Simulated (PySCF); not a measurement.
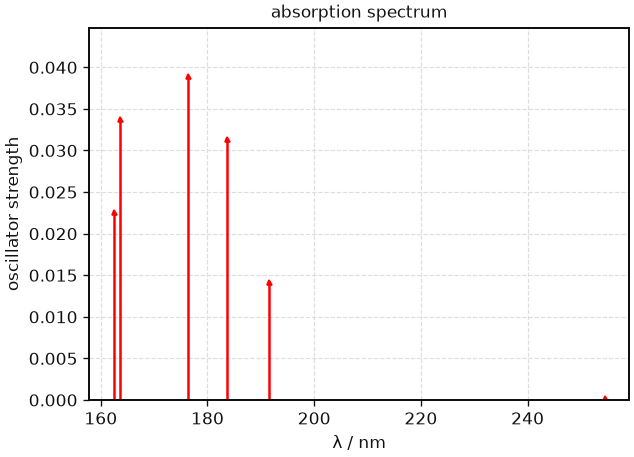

Vertical TDDFT excitations, PBE0/def2-SVPD, PySCF, at a GFN2-xTB geometry (no frequency check), gas phase. Only the first 6 singlet excitations are included.

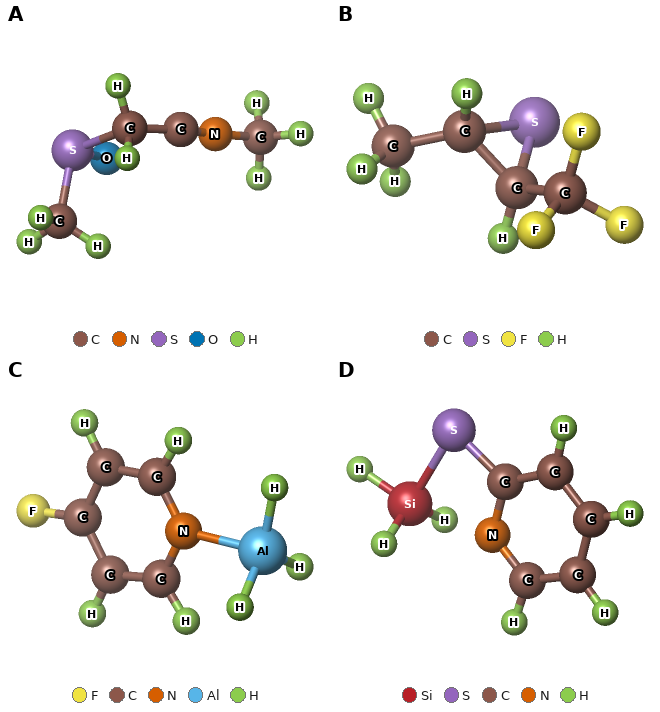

Whose absorption spectrum is this? The candidates are drawn in the second picture. Charge and spin: A +1 singlet; B neutral singlet; C neutral singlet; D neutral singlet.

Answer. Structure B, C₄H₅F₃S, SMILES C[C@@H]1S[C@H]1C(F)(F)F. Its lowest singlet lies at 4.87 eV (f = 0.000) and the brightest of those computed is S4 at 7.03 eV (176 nm), f = 0.039, mainly HOMO → LUMO+3 (97 %).

Note: states above the negative HOMO energy depend on the basis; the tight-binding geometry is rougher than a DFT one and adds to the error; core orbitals are frozen in the response.
